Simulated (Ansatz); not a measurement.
TiHgS₃

The calculation's input:

```
crystal:
  lattice:
    - [2.08031902, -6.78455134, 0.0]
    - [2.08031902, 6.78455134, 0.0]
    - [0.0, 0.0, 9.78613188]
  atoms:
    - { symbol: Ti, position: [0.24833173, 0.75166827, 0.75] }
    - { symbol: Ti, position: [0.75166827, 0.24833173, 0.25] }
    - { symbol: Hg, position: [0.0, 0.0, 0.0] }
    - { symbol: Hg, position: [0.0, 0.0, 0.5] }
    - { symbol: S, position: [0.91420705, 0.08579295, 0.75] }
    - { symbol: S, position: [0.08579295, 0.91420705, 0.25] }
    - { symbol: S, position: [0.36843838, 0.63156162, 0.05809459] }
    - { symbol: S, position: [0.63156162, 0.36843838, 0.94190541] }
    - { symbol: S, position: [0.36843838, 0.63156162, 0.44190541] }
    - { symbol: S, position: [0.63156162, 0.36843838, 0.55809459] }
kpoints:
  mp_grid: { grid: [6, 6, 2] }
hamiltonian:
  xc: pbesol
scf:
  occupations: { method: fermi_dirac, width: 0.03 }
relax:
  f_tol: 0.01
  cell: {}
  max_steps: 120
output:
  write_density: true
  write_potential: true
  elf: true
  volumetric_format: npy
```

Command:

```sh
ansatz run input.yaml --threads 4 --pin off --max-ram 4608MiB --backend cpu --events-out ev --progress --plain --runs-dir out
```

Below, planes, directions and counts refer to the conventional cell (a = 3.42 Å, b = 13.74 Å, c = 7.71 Å, α = 90.00°, β = 90.00°, γ = 90.00°).

The fields are those of the run's last geometry, not of the input's.

Space group Cmcm; a structure from a database of computed crystals, not necessarily the ambient phase; started from the NaFeF3-63 prototype, which need not be the ambient phase; computed without spin polarisation.

Method: DFT, PBEsol, plane waves, PAW (Ansatz 0.2.0).

Q: What will maps of the valence pseudo-density and electron localisation function show?

A: Hg–S (2.41 Å): the density is about 0.62 e/Å³ at the midpoint; the ELF peaks at about 0.85 in the valence shell of S, 0.8 Å from its nucleus, and is about 0.40 at the midpoint.
Ti–S (2.62 Å): ρ at the midpoint is about 0.35 e/Å³; the ELF peaks at about 0.90 in the valence shell of S, 0.9 Å from its nucleus, and is about 0.55 at the midpoint.

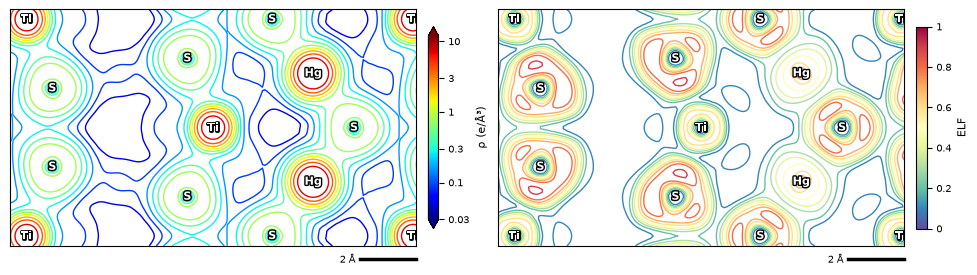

Computed valence pseudo-density and electron localisation function on the (100) plane of the conventional cell, in this order. 

The density is the valence pseudo-density of a PAW calculation; it isn't the true density close to the nuclei.
